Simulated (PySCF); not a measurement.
# ClH3MgN: the cost of one run

Computed with PySCF 2.14.0; each step states its level. No surroundings beyond the atoms listed, unless a continuum is named. Atoms count from 0, parts from 1.

### 1 Starting point

6 atoms, charge 1, multiplicity 1; geometry: GFN2-xTB. Parts: 1 = atoms 0–1, `[Mg+][Cl]`, charge 1; 2 = atoms 2–5, `N`, charge 0.

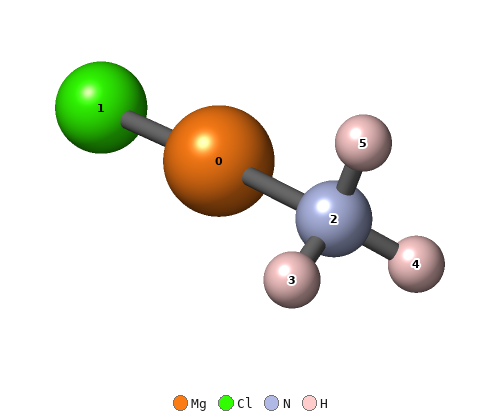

The starting geometry (magnesium orange, chlorine green, nitrogen light blue, hydrogen pink), atoms numbered.

### 2 Geometry optimisation at PBE0-D3(BJ)/def2-SVPD

Job settings and geometry (Å):

```
{"job": {"xc": "PBE0", "basis": "def2-SVPD", "d3": "d3bj", "grid": 2, "kind": "geom", "shake": 0.01}, "charge": 1, "multiplicity": 1, "parts": [{"atoms": "0-1", "charge": 1, "multiplicity": 1}, {"atoms": "2-5", "charge": 0, "multiplicity": 1}]}
Mg     0.471247     0.331748    -1.200788
Cl     0.901390     1.970875     0.015228
N     -0.034528    -1.316265    -2.472149
H     -0.750756    -1.116443    -3.114603
H      0.776221    -1.609865    -3.054287
H     -0.298170    -2.138021    -1.932591
```

Command:

```bash
$ OMP_NUM_THREADS=1 python cluster_run.py task.json out
```

One launch serves the whole session: the jobs run in the order shown.

**Question.** How long does this first job take on 1 thread of AMD EPYC 7B13, shared host, and how much memory does it need?

About 21 s, with a peak of 0.41 GiB.
